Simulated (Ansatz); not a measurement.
# Ge2H6Te (Te(GeH3)2): the cost of one run

Computed with Ansatz 0.2.0, Gaussian basis. Level: the settings change from run to run.

1 further run of the same task is left out (set aside as unsound or not needed). Runs told in other sessions of the task aren't counted.

## (1) The geometry

The structure was relaxed beforehand with PBE-D4/def2-SVP. Te takes a core potential in def2 sets; no spin-orbit term is included.

9 atoms, charge 0, spin multiplicity 1.

Atoms are counted from 1 here; the program's logs count them from 0.

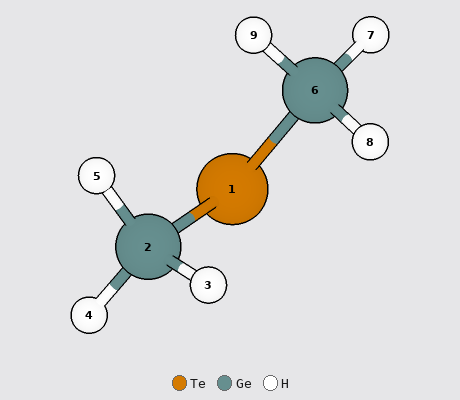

The geometry (tellurium orange, germanium teal, hydrogen white); atoms are numbered from 1 in the order of the file.

## (2) B2PLYP/def2-SVP

Set apart from the defaults: charge +1, multiplicity 2, a point charge of 2.00 e beside it, high accuracy.

File in.yaml:

```yaml
crystal:
  periodic: [false, false, false]
  atoms:
    - {symbol: Te, position_ang: [0.002837, 0.017023, -1.846086]}
    - {symbol: Ge, position_ang: [1.839227, -0.004520, -0.025840]}
    - {symbol: H, position_ang: [1.687430, 1.228291, 0.904397]}
    - {symbol: H, position_ang: [3.200657, 0.049365, -0.763158]}
    - {symbol: H, position_ang: [1.740304, -1.301773, 0.820298]}
    - {symbol: Ge, position_ang: [-1.839377, 0.006662, -0.031525]}
    - {symbol: H, position_ang: [-3.195239, -0.122363, -0.769849]}
    - {symbol: H, position_ang: [-1.801489, 1.325085, 0.786547]}
    - {symbol: H, position_ang: [-1.634351, -1.197779, 0.925216]}
basis:
  gaussian: {orbitals: def2-SVP, point_charges: [{charge: 2.00, position_ang: [5.772, -0.292, 0.302]}]}
total_charge: 1
magnetization: {spin_polarized: true, initial_magnetization: 1}
hamiltonian: {xc: {name: B2PLYP}}
accuracy: high
```

Command:

```sh
$ ansatz run in.yaml --threads 4 --pin off --events-out ev --progress --plain --max-ram 3916MiB
```

Q: Estimate wall time and peak memory on 4 threads of INTEL XEON PLATINUM 8581C at 2.30GHz, shared host.

About 6.5 s, with a peak of 0.97 GiB.
